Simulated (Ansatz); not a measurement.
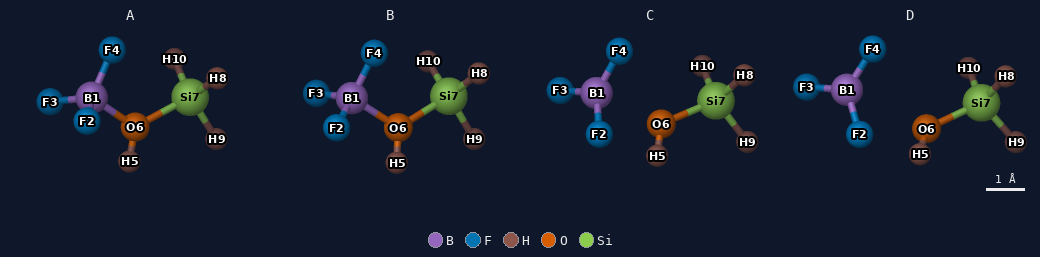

4 geometries from one relaxation of BSiH$_{4}$OF$_{3}$, in shuffled order. The picture is a ball-and-stick view, seen at a tilt.

The run prepares an end point of a later path (reaction) calculation, from a guessed geometry.

Computed with RHF/6-31G (Ansatz). Settings: no spin polarisation; force threshold 0.03 eV/Å; at most 50 steps.

Q: Order the frames from highest to lowest energy.

A: D, C, B, A. They are steps 0, 5, 9, 27, at +97.5 kJ/mol, +62.5 kJ/mol, +2.08 kJ/mol relative to the last. After 23 accepted moves (27 points after the start) the energy has fallen by 97.5 kJ/mol. The largest force component goes from 0.96 to 0.014 eV/Å. The line search rejected the trial steps at points 1, 15, 17, 18 of the run. The forces were under the threshold at step 19, but the run went on from there. The largest move after the best rigid fit is that of F3, 0.82 Å. Largest moves by element: F 0.82 Å, B 0.77 Å, H 0.58 Å, O 0.46 Å, Si 0.42 Å. Some distances before and after: B1–O6 2.785 → 1.609 Å, B1–Si7 4.126 → 2.988 Å, O6–Si7 1.712 → 1.790 Å, B1–F4 1.335 → 1.399 Å. New bonds form: B1–O6 (2.78 → 1.61 Å). Among the angles between lasting bonds that change: O6–Si7–H9 110.1° → 101.7°, H5–O6–Si7 130.6° → 122.5°, F3–B1–F4 120.8° → 114.5°. Groups turn about O6–Si7 by about 55°.
